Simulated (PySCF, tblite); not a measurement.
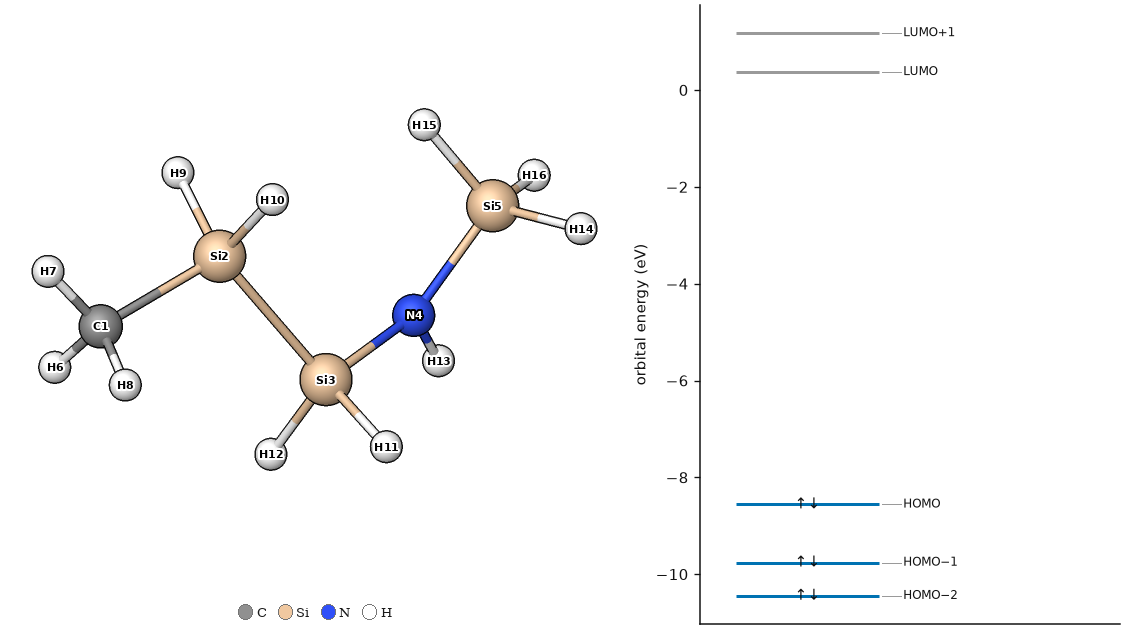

CH₁₁NSi₃, SMILES C[SiH2][SiH2]N[SiH3]. Kohn-Sham orbital energies near the frontier, CAM-B3LYP/def2-SVPD in PySCF, at a GFN2-xTB geometry (a minimum by its frequencies), isolated molecule; empty levels in grey, levels within 0.03 eV side by side.

**Where do the frontier orbitals lie?**

HOMO at −8.56 eV, LUMO at 0.37 eV, 8.93 eV apart.

**How far below the HOMO does the next level lie?**

1.20 eV.

Note: the tight-binding geometry is rougher than a DFT one and adds to the error; one conformer of a flexible molecule; empty levels above zero depend strongly on the basis.
